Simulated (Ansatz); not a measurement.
# SiGeH₄ (singlet): RPA-PBE over a scan of the distance Ge2–H6, cc-pVDZ

Aim: run SiGeH₄ (singlet) with these functionals over a scan of the distance Ge2–H6, and hold them against the top wave-function level at the same points.

Method: cc-pVDZ, all electrons in the functionals, frozen cores in the correlation of double hybrids and RPA; program: Ansatz 0.2.0, Gaussian basis.

The runs, in order: RPA-PBE, at 1.248 Å; 1.374 Å; 1.544 Å; 1.666 Å; 1.880 Å; 2.095 Å; 2.449 Å; 2.824 Å; 3.455 Å; 4.132 Å; 5.307 Å.

15 further runs of the same task are left out: 10 that didn't finish, 5 set aside as unsound or not needed.

## 1. What is computed

The geometry derives from a PBE0/def2-TZVP stationary point (not a proven minimum). One bond is set to the value named and the two fragments are kept rigid. No spin-orbit coupling is included. The filled d shell of Ge may be among the frozen orbitals whatever the setting's name suggests; the logs give the count.

6 atoms, charge 0, spin multiplicity 1.

Atoms are counted from 1 here; the program's logs count them from 0.

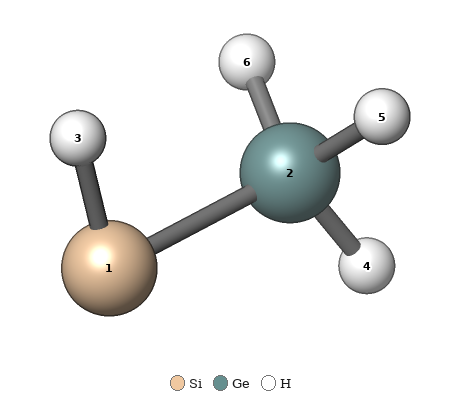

The geometry (silicon light orange, germanium teal, hydrogen white); atoms are numbered from 1 in the order of the file.

No dispersion term is added.

The geometry shown and the zero of energy belong to the point 1.544 Å. The yardstick, RCCSDT(Q), and other wave-function levels (R restricted, U unrestricted, valence and pair active spaces) come from earlier runs.

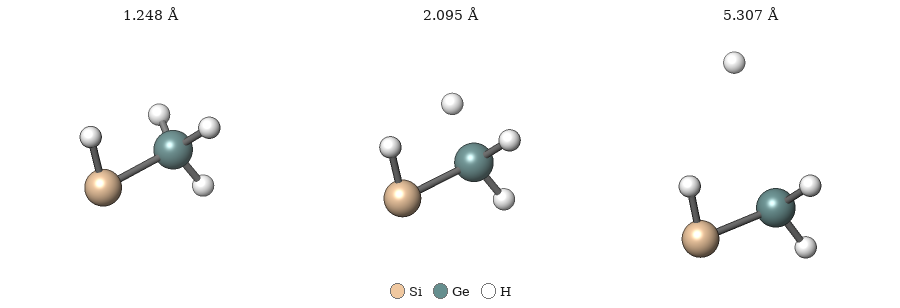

Three points of the scan; sticks are drawn by distance.

## 2. RPA-PBE, 1.248 Å

File in.yaml:

```yaml
crystal:
  periodic: [false, false, false]
  atoms:
    - {symbol: Si, position_ang: [-0.002893, -0.091586, 1.768141]}
    - {symbol: Ge, position_ang: [-0.002374, 0.014711, -0.659098]}
    - {symbol: H, position_ang: [-0.000206, 1.434132, 1.803159]}
    - {symbol: H, position_ang: [-0.033725, -1.359562, -1.354912]}
    - {symbol: H, position_ang: [1.267614, 0.749324, -1.143617]}
    - {symbol: H, position_ang: [-0.982034, 0.667881, -1.072787]}
basis:
  gaussian: {orbitals: cc-pVDZ}
magnetization: {spin_polarized: true, initial_magnetization: 0}
hamiltonian: {xc: {name: PBE}}
correlation: {method: rpa, electrons: outside_noble_gas}
```

Launch:

```console
$ ansatz run in.yaml --threads 1 --pin off --events-out ev --progress --plain --max-ram 2393MiB
```

The log of the run:

```text
Functional definition: PBE
  name "PBE"
  cite "Perdew, Burke & Ernzerhof, Phys. Rev. Lett. 77, 3865 (1996) doi:10.1103/PhysRevLett.77.3865"
  parent pbe
  parameter kappa = 0.804
  parameter beta = 0.06672455060314922
  exchange = pbe_x(kappa = kappa, mu = beta*pi^2/3)
  correlation = pbe_c(beta = beta)
683 factors; integrals over basis functions are off by at most 1.3e-3 eV
mean field evaluation 1: about -64442.7254 eV, gradient 1.1e1 eV
mean field evaluation 2: about -64442.7206 eV, gradient 1.1e1 eV
mean field evaluation 4: about -64443.7154 eV, gradient 3.9e0 eV
mean field evaluation 8: about -64443.8423 eV, gradient 3.4e-2 eV
mean field evaluation 16: about -64443.8423 eV, gradient 7.4e-6 eV
mean field evaluation 32: about -64443.8415 eV, gradient 3.3e-2 eV
mean field -64443.84232944 eV, -2368.2675240019 hartree, gradient 7.4e-6 eV, S^2 0.000000; 3 other end points of the search recorded, 0 dependent functions left out
19 core orbitals not correlated: weight in the atoms' cores, before any rotation towards them, 0.995 or more for the frozen orbitals, at most 0.002 for the correlated occupied ones
reference -64394.30790568 eV, -2366.4471675043 hartree; 6, 6 occupied and 40, 40 virtual orbitals, 683 factors
Total energy: -64404.76247755 eV, -2366.8313659341 hartree
```

Wall time 6.5 s (1 thread of Arm Neoverse V1, shared host).

From the report: ⟨S²⟩ of the determinant 0.000 (pure singlet: 0.00).

## 3. RPA-PBE, 1.374 Å

File in.yaml:

```yaml
crystal:
  periodic: [false, false, false]
  atoms:
    - {symbol: Si, position_ang: [-0.001941, -0.092220, 1.768542]}
    - {symbol: Ge, position_ang: [-0.001422, 0.014077, -0.658697]}
    - {symbol: H, position_ang: [0.000746, 1.433498, 1.803560]}
    - {symbol: H, position_ang: [-0.032773, -1.360196, -1.354511]}
    - {symbol: H, position_ang: [1.268566, 0.748690, -1.143216]}
    - {symbol: H, position_ang: [-1.079991, 0.733191, -1.114152]}
basis:
  gaussian: {orbitals: cc-pVDZ}
magnetization: {spin_polarized: true, initial_magnetization: 0}
hamiltonian: {xc: {name: PBE}}
correlation: {method: rpa, electrons: outside_noble_gas}
```

The command is unchanged.

The log of the run (excerpt; [...] marks lines left out):

```text
Functional definition: PBE
  name "PBE"
  cite "Perdew, Burke & Ernzerhof, Phys. Rev. Lett. 77, 3865 (1996) doi:10.1103/PhysRevLett.77.3865"
  parent pbe
[...]
683 factors; integrals over basis functions are off by at most 1.3e-3 eV
[...]
mean field -64444.69730180 eV, -2368.2989436563 hartree, gradient 5.2e-6 eV, S^2 0.000000; 3 other end points of the search recorded, 0 dependent functions left out
19 core orbitals not correlated: weight in the atoms' cores, before any rotation towards them, 0.997 or more for the frozen orbitals, at most 0.001 for the correlated occupied ones
reference -64395.17263066 eV, -2366.4789455610 hartree; 6, 6 occupied and 40, 40 virtual orbitals, 683 factors
Total energy: -64405.65579471 eV, -2366.8641947341 hartree
```

Run time: 7 s. Hardware: 1 thread of Arm Neoverse V1, shared host.

From the report: ⟨S²⟩ of the determinant 0.000 (pure singlet: 0.00).

## 4. RPA-PBE, 1.544 Å

File in.yaml:

```yaml
crystal:
  periodic: [false, false, false]
  atoms:
    - {symbol: Si, position_ang: [-0.000654, -0.093078, 1.769086]}
    - {symbol: Ge, position_ang: [-0.000135, 0.013219, -0.658153]}
    - {symbol: H, position_ang: [0.002033, 1.432640, 1.804104]}
    - {symbol: H, position_ang: [-0.031486, -1.361054, -1.353967]}
    - {symbol: H, position_ang: [1.269853, 0.747832, -1.142672]}
    - {symbol: H, position_ang: [-1.212415, 0.821483, -1.170072]}
basis:
  gaussian: {orbitals: cc-pVDZ}
magnetization: {spin_polarized: true, initial_magnetization: 0}
hamiltonian: {xc: {name: PBE}}
correlation: {method: rpa, electrons: outside_noble_gas}
```

Same command.

The log of the run (excerpt; [...] marks lines left out):

```text
Functional definition: PBE
  name "PBE"
  cite "Perdew, Burke & Ernzerhof, Phys. Rev. Lett. 77, 3865 (1996) doi:10.1103/PhysRevLett.77.3865"
  parent pbe
[...]
683 factors; integrals over basis functions are off by at most 1.3e-3 eV
[...]
mean field -64445.04639461 eV, -2368.3117725804 hartree, gradient 4.6e-6 eV, S^2 0.000000; 3 other end points of the search recorded, 0 dependent functions left out
19 core orbitals not correlated: weight in the atoms' cores, before any rotation towards them, 0.998 or more for the frozen orbitals, at most 0.001 for the correlated occupied ones
reference -64395.47544029 eV, -2366.4900736097 hartree; 6, 6 occupied and 40, 40 virtual orbitals, 683 factors
Total energy: -64406.01879991 eV, -2366.8775349293 hartree
```

It took 6.5 s on 1 thread of Arm Neoverse V1, shared host.

From the report: ⟨S²⟩ of the determinant 0.000 (pure singlet: 0.00).

## 5. RPA-PBE, 1.666 Å

File in.yaml:

```yaml
crystal:
  periodic: [false, false, false]
  atoms:
    - {symbol: Si, position_ang: [0.000265, -0.093691, 1.769474]}
    - {symbol: Ge, position_ang: [0.000784, 0.012606, -0.657765]}
    - {symbol: H, position_ang: [0.002952, 1.432027, 1.804492]}
    - {symbol: H, position_ang: [-0.030567, -1.361667, -1.353579]}
    - {symbol: H, position_ang: [1.270772, 0.747219, -1.142284]}
    - {symbol: H, position_ang: [-1.307001, 0.884546, -1.210014]}
basis:
  gaussian: {orbitals: cc-pVDZ}
magnetization: {spin_polarized: true, initial_magnetization: 0}
hamiltonian: {xc: {name: PBE}}
correlation: {method: rpa, electrons: outside_noble_gas}
```

The command is unchanged.

The log of the run (excerpt; [...] marks lines left out):

```text
Functional definition: PBE
  name "PBE"
  cite "Perdew, Burke & Ernzerhof, Phys. Rev. Lett. 77, 3865 (1996) doi:10.1103/PhysRevLett.77.3865"
  parent pbe
[...]
683 factors; integrals over basis functions are off by at most 1.3e-3 eV
[...]
mean field -64444.97938067 eV, -2368.3093098637 hartree, gradient 7.0e-6 eV, S^2 0.000000; 3 other end points of the search recorded, 0 dependent functions left out
19 core orbitals not correlated: weight in the atoms' cores, before any rotation towards them, 0.998 or more for the frozen orbitals, at most 0.001 for the correlated occupied ones
reference -64395.34619750 eV, -2366.4853240247 hartree; 6, 6 occupied and 40, 40 virtual orbitals, 683 factors
Total energy: -64405.94508721 eV, -2366.8748260374 hartree
```

It took 6.5 s on 1 thread of Arm Neoverse V1, shared host.

From the report: ⟨S²⟩ of the determinant 0.000 (pure singlet: 0.00).

From 1.544 Å: +7.1 kJ/mol.

## 6. RPA-PBE, 1.880 Å

File in.yaml:

```yaml
crystal:
  periodic: [false, false, false]
  atoms:
    - {symbol: Si, position_ang: [0.001881, -0.094768, 1.770156]}
    - {symbol: Ge, position_ang: [0.002400, 0.011529, -0.657083]}
    - {symbol: H, position_ang: [0.004568, 1.430950, 1.805174]}
    - {symbol: H, position_ang: [-0.028951, -1.362744, -1.352897]}
    - {symbol: H, position_ang: [1.272388, 0.746142, -1.141602]}
    - {symbol: H, position_ang: [-1.473371, 0.995470, -1.280268]}
basis:
  gaussian: {orbitals: cc-pVDZ}
magnetization: {spin_polarized: true, initial_magnetization: 0}
hamiltonian: {xc: {name: PBE}}
correlation: {method: rpa, electrons: outside_noble_gas}
```

Launched as before.

The log of the run (excerpt; [...] marks lines left out):

```text
Functional definition: PBE
  name "PBE"
  cite "Perdew, Burke & Ernzerhof, Phys. Rev. Lett. 77, 3865 (1996) doi:10.1103/PhysRevLett.77.3865"
  parent pbe
[...]
683 factors; integrals over basis functions are off by at most 1.3e-3 eV
[...]
mean field -64444.56229317 eV, -2368.2939821807 hartree, gradient 2.1e-6 eV, S^2 0.000000; 3 other end points of the search recorded, 0 dependent functions left out
19 core orbitals not correlated: weight in the atoms' cores, before any rotation towards them, 0.999 or more for the frozen orbitals, at most 0.001 for the correlated occupied ones
reference -64394.77626611 eV, -2366.4643794325 hartree; 6, 6 occupied and 40, 40 virtual orbitals, 683 factors
Total energy: -64405.49929748 eV, -2366.8584435671 hartree
```

It took 7 s on 1 thread of Arm Neoverse V1, shared host.

From the report: ⟨S²⟩ of the determinant 0.000 (pure singlet: 0.00).

From 1.544 Å: +50.1 kJ/mol.

## 7. RPA-PBE, 2.095 Å

File in.yaml:

```yaml
crystal:
  periodic: [false, false, false]
  atoms:
    - {symbol: Si, position_ang: [0.003505, -0.095851, 1.770842]}
    - {symbol: Ge, position_ang: [0.004024, 0.010446, -0.656397]}
    - {symbol: H, position_ang: [0.006192, 1.429867, 1.805860]}
    - {symbol: H, position_ang: [-0.027327, -1.363827, -1.352211]}
    - {symbol: H, position_ang: [1.274012, 0.745059, -1.140916]}
    - {symbol: H, position_ang: [-1.640519, 1.106912, -1.350851]}
basis:
  gaussian: {orbitals: cc-pVDZ}
magnetization: {spin_polarized: true, initial_magnetization: 0}
hamiltonian: {xc: {name: PBE}}
correlation: {method: rpa, electrons: outside_noble_gas}
```

The command is unchanged.

The log of the run (excerpt; [...] marks lines left out):

```text
Functional definition: PBE
  name "PBE"
  cite "Perdew, Burke & Ernzerhof, Phys. Rev. Lett. 77, 3865 (1996) doi:10.1103/PhysRevLett.77.3865"
  parent pbe
[...]
683 factors; integrals over basis functions are off by at most 1.3e-3 eV
[...]
mean field -64444.00296863 eV, -2368.2734273830 hartree, gradient 3.9e-6 eV, S^2 0.000000; 4 other end points of the search recorded, 0 dependent functions left out
19 core orbitals not correlated: weight in the atoms' cores, before any rotation towards them, 0.999 or more for the frozen orbitals, at most 0.001 for the correlated occupied ones
reference -64394.02128513 eV, -2366.4366343931 hartree; 6, 6 occupied and 40, 40 virtual orbitals, 683 factors
Total energy: -64404.90689808 eV, -2366.8366732904 hartree
```

Wall time 7 s (1 thread of Arm Neoverse V1, shared host).

From the report: ⟨S²⟩ of the determinant 0.000 (pure singlet: 0.00).

From 1.544 Å: +107.3 kJ/mol.

## 8. RPA-PBE, 2.449 Å

File in.yaml:

```yaml
crystal:
  periodic: [false, false, false]
  atoms:
    - {symbol: Si, position_ang: [0.006178, -0.097634, 1.771971]}
    - {symbol: Ge, position_ang: [0.006697, 0.008663, -0.655268]}
    - {symbol: H, position_ang: [0.008865, 1.428084, 1.806989]}
    - {symbol: H, position_ang: [-0.024654, -1.365610, -1.351082]}
    - {symbol: H, position_ang: [1.276685, 0.743276, -1.139787]}
    - {symbol: H, position_ang: [-1.915729, 1.290404, -1.467066]}
basis:
  gaussian: {orbitals: cc-pVDZ}
magnetization: {spin_polarized: true, initial_magnetization: 0}
hamiltonian: {xc: {name: PBE}}
correlation: {method: rpa, electrons: outside_noble_gas}
```

The command is unchanged.

The log of the run (excerpt; [...] marks lines left out):

```text
Functional definition: PBE
  name "PBE"
  cite "Perdew, Burke & Ernzerhof, Phys. Rev. Lett. 77, 3865 (1996) doi:10.1103/PhysRevLett.77.3865"
  parent pbe
[...]
683 factors; integrals over basis functions are off by at most 1.3e-3 eV
[...]
mean field -64443.10425111 eV, -2368.2404001233 hartree, gradient 4.3e-6 eV, S^2 0.000000; 5 other end points of the search recorded, 0 dependent functions left out
19 core orbitals not correlated: weight in the atoms' cores, before any rotation towards them, 0.999 or more for the frozen orbitals, at most 0.001 for the correlated occupied ones
reference -64392.74137446 eV, -2366.3895985435 hartree; 6, 6 occupied and 40, 40 virtual orbitals, 683 factors
Total energy: -64403.98232459 eV, -2366.8026958414 hartree
```

Wall time 9 s (1 thread of Arm Neoverse V1, shared host).

From the report: ⟨S²⟩ of the determinant 0.000 (pure singlet: 0.00).

From 1.544 Å: +196.5 kJ/mol.

## 9. RPA-PBE, 2.824 Å

File in.yaml:

```yaml
crystal:
  periodic: [false, false, false]
  atoms:
    - {symbol: Si, position_ang: [0.009011, -0.099522, 1.773167]}
    - {symbol: Ge, position_ang: [0.009530, 0.006775, -0.654072]}
    - {symbol: H, position_ang: [0.011698, 1.426196, 1.808185]}
    - {symbol: H, position_ang: [-0.021821, -1.367498, -1.349886]}
    - {symbol: H, position_ang: [1.279518, 0.741388, -1.138591]}
    - {symbol: H, position_ang: [-2.207266, 1.484780, -1.590176]}
basis:
  gaussian: {orbitals: cc-pVDZ}
magnetization: {spin_polarized: true, initial_magnetization: 0}
hamiltonian: {xc: {name: PBE}}
correlation: {method: rpa, electrons: outside_noble_gas}
```

Launched as before.

The log of the run (excerpt; [...] marks lines left out):

```text
Functional definition: PBE
  name "PBE"
  cite "Perdew, Burke & Ernzerhof, Phys. Rev. Lett. 77, 3865 (1996) doi:10.1103/PhysRevLett.77.3865"
  parent pbe
[...]
683 factors; integrals over basis functions are off by at most 1.3e-3 eV
[...]
mean field -64442.44520503 eV, -2368.2161806267 hartree, gradient 2.7e-6 eV, S^2 0.596428; 9 other end points of the search recorded, 0 dependent functions left out
19 core orbitals not correlated: weight in the atoms' cores, before any rotation towards them, 0.998 or more for the frozen orbitals, at most 0.001 for the correlated occupied ones
reference -64392.54726972 eV, -2366.3824653260 hartree; 6, 6 occupied and 40, 40 virtual orbitals, 683 factors
Total energy: -64403.17130071 eV, -2366.7728912638 hartree
```

Wall time 12 s (1 thread of Arm Neoverse V1, shared host).

From the report: ⟨S²⟩ of the determinant 0.596 (pure singlet: 0.00). The determinant is far from a pure spin state, so its energy mixes those of several spin states (harmless only where they are near-degenerate, as at dissociation).

From 1.544 Å: +274.7 kJ/mol.

## 10. RPA-PBE, 3.455 Å

File in.yaml:

```yaml
crystal:
  periodic: [false, false, false]
  atoms:
    - {symbol: Si, position_ang: [0.013777, -0.102700, 1.775180]}
    - {symbol: Ge, position_ang: [0.014296, 0.003597, -0.652059]}
    - {symbol: H, position_ang: [0.016464, 1.423018, 1.810198]}
    - {symbol: H, position_ang: [-0.017055, -1.370676, -1.347873]}
    - {symbol: H, position_ang: [1.284284, 0.738210, -1.136578]}
    - {symbol: H, position_ang: [-2.697826, 1.811851, -1.797328]}
basis:
  gaussian: {orbitals: cc-pVDZ}
magnetization: {spin_polarized: true, initial_magnetization: 0}
hamiltonian: {xc: {name: PBE}}
correlation: {method: rpa, electrons: outside_noble_gas}
```

Same command.

The log of the run (excerpt; [...] marks lines left out):

```text
Functional definition: PBE
  name "PBE"
  cite "Perdew, Burke & Ernzerhof, Phys. Rev. Lett. 77, 3865 (1996) doi:10.1103/PhysRevLett.77.3865"
  parent pbe
[...]
685 factors; integrals over basis functions are off by at most 1.3e-3 eV
[...]
mean field -64442.12019340 eV, -2368.2042366694 hartree, gradient 1.5e-6 eV, S^2 0.975956; 6 other end points of the search recorded, 0 dependent functions left out
19 core orbitals not correlated: weight in the atoms' cores, before any rotation towards them, 0.998 or more for the frozen orbitals, at most 0.001 for the correlated occupied ones
reference -64392.73778868 eV, -2366.3894667687 hartree; 6, 6 occupied and 40, 40 virtual orbitals, 685 factors
Total energy: -64402.90838556 eV, -2366.7632293102 hartree
```

Run time: 11 s. Hardware: 1 thread of Arm Neoverse V1, shared host.

From the report: ⟨S²⟩ of the determinant 0.976 (pure singlet: 0.00). The determinant is far from a pure spin state, so its energy mixes those of several spin states (harmless only where they are near-degenerate, as at dissociation).

From 1.544 Å: +300.1 kJ/mol.

## 11. RPA-PBE, 4.132 Å

File in.yaml:

```yaml
crystal:
  periodic: [false, false, false]
  atoms:
    - {symbol: Si, position_ang: [0.018890, -0.106109, 1.777339]}
    - {symbol: Ge, position_ang: [0.019409, 0.000188, -0.649900]}
    - {symbol: H, position_ang: [0.021577, 1.419609, 1.812357]}
    - {symbol: H, position_ang: [-0.011942, -1.374085, -1.345714]}
    - {symbol: H, position_ang: [1.289397, 0.734801, -1.134419]}
    - {symbol: H, position_ang: [-3.224147, 2.162766, -2.019582]}
basis:
  gaussian: {orbitals: cc-pVDZ}
magnetization: {spin_polarized: true, initial_magnetization: 0}
hamiltonian: {xc: {name: PBE}}
correlation: {method: rpa, electrons: outside_noble_gas}
```

The command is unchanged.

The log of the run (excerpt; [...] marks lines left out):

```text
Functional definition: PBE
  name "PBE"
  cite "Perdew, Burke & Ernzerhof, Phys. Rev. Lett. 77, 3865 (1996) doi:10.1103/PhysRevLett.77.3865"
  parent pbe
[...]
684 factors; integrals over basis functions are off by at most 1.3e-3 eV
[...]
mean field -64442.06822301 eV, -2368.2023267930 hartree, gradient 5.4e-6 eV, S^2 1.016625; 6 other end points of the search recorded, 0 dependent functions left out
19 core orbitals not correlated: weight in the atoms' cores, before any rotation towards them, 0.998 or more for the frozen orbitals, at most 0.001 for the correlated occupied ones
reference -64392.73128078 eV, -2366.3892276077 hartree; 6, 6 occupied and 40, 40 virtual orbitals, 684 factors
Total energy: -64402.89843793 eV, -2366.7628637416 hartree
```

Run time: 11 s. Hardware: 1 thread of Arm Neoverse V1, shared host.

From the report: ⟨S²⟩ of the determinant 1.017 (pure singlet: 0.00). The determinant is far from a pure spin state, so its energy mixes those of several spin states (harmless only where they are near-degenerate, as at dissociation).

From 1.544 Å: +301.1 kJ/mol.

## 12. RPA-PBE, 5.307 Å

File in.yaml:

```yaml
crystal:
  periodic: [false, false, false]
  atoms:
    - {symbol: Si, position_ang: [0.027765, -0.112026, 1.781086]}
    - {symbol: Ge, position_ang: [0.028284, -0.005729, -0.646153]}
    - {symbol: H, position_ang: [0.030452, 1.413692, 1.816104]}
    - {symbol: H, position_ang: [-0.003067, -1.380002, -1.341967]}
    - {symbol: H, position_ang: [1.298272, 0.728884, -1.130672]}
    - {symbol: H, position_ang: [-4.137629, 2.771812, -2.405325]}
basis:
  gaussian: {orbitals: cc-pVDZ}
magnetization: {spin_polarized: true, initial_magnetization: 0}
hamiltonian: {xc: {name: PBE}}
correlation: {method: rpa, electrons: outside_noble_gas}
```

Launched as before.

The log of the run (excerpt; [...] marks lines left out):

```text
Functional definition: PBE
  name "PBE"
  cite "Perdew, Burke & Ernzerhof, Phys. Rev. Lett. 77, 3865 (1996) doi:10.1103/PhysRevLett.77.3865"
  parent pbe
[...]
683 factors; integrals over basis functions are off by at most 1.3e-3 eV
[...]
mean field -64442.05502391 eV, -2368.2018417350 hartree, gradient 5.8e-6 eV, S^2 1.022480; 6 other end points of the search recorded, 0 dependent functions left out
19 core orbitals not correlated: weight in the atoms' cores, before any rotation towards them, 0.998 or more for the frozen orbitals, at most 0.001 for the correlated occupied ones
reference -64392.73091924 eV, -2366.3892143215 hartree; 6, 6 occupied and 40, 40 virtual orbitals, 683 factors
Total energy: -64402.89880035 eV, -2366.7628770601 hartree
```

Run time: 11 s. Hardware: 1 thread of Arm Neoverse V1, shared host.

From the report: ⟨S²⟩ of the determinant 1.022 (pure singlet: 0.00). The determinant is far from a pure spin state, so its energy mixes those of several spin states (harmless only where they are near-degenerate, as at dissociation).

From 1.544 Å: +301.0 kJ/mol.

## 13. Against the wave-function levels

The yardstick is RCCSDT(Q), where the cluster series has nearly closed. It comes from earlier runs at the same points. Energies in kJ/mol, counted from 1.544 Å; blanks weren't run or aren't comparable.

```csv
level,1.248 Å,1.374 Å,1.544 Å,1.666 Å,1.880 Å,2.095 Å,2.449 Å,2.824 Å,3.455 Å,4.132 Å,5.307 Å
RCCSDT(Q),118.0,33.1,0.0,8.3,52.6,110.0,195.9,,,,
RPA-PBE,121.2,35.0,0.0,7.1,50.1,107.3,196.5,274.7,300.1,301.1,301.0
```

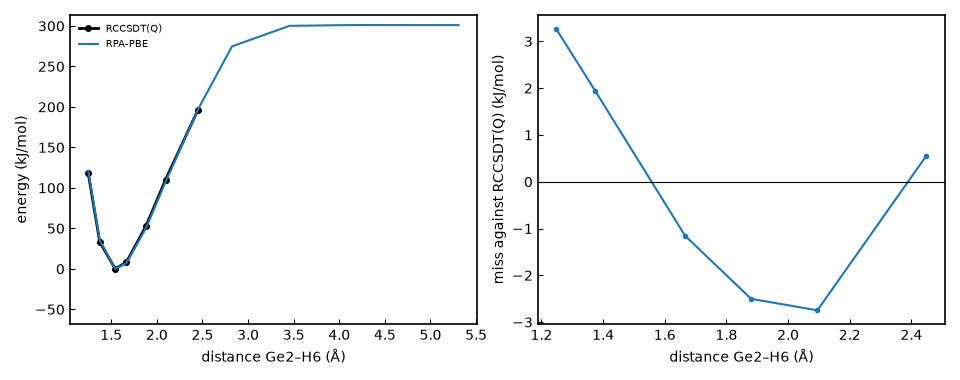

Left: the curves (the axis may cut off levels that run far away). Right: misses against RCCSDT(Q), in the same colours.

Largest miss and mean time a point (RCCSDT(Q) took 48 s a point; shared hosts):

```csv
level,largest miss (kJ/mol),where,time a point
RPA-PBE,+3.3,1.248 Å,8.6 s
```

## 14. Summary of results

| quantity | value |
| --- | --- |
| span of the RCCSDT(Q) curve (points where it is known) | 195.9 kJ/mol |
| largest miss, RPA-PBE | +3.3 kJ/mol (1.248 Å) |

**Reading.** Misses are known at 6 of 10 points at best, and only functionals with that many are ranked. RPA-PBE strays by up to 3.3 kJ/mol, at 1.248 Å. RPA-PBE clearly breaks the spin symmetry at some points (⟨S²⟩ up to 1.02 above the pure value), so energy there is bought with a mixed spin. Functionals and the yardstick converge differently with the basis, so part of each miss in cc-pVDZ is the basis. The program flags that the yardstick's amplitudes may have other solutions at some points.
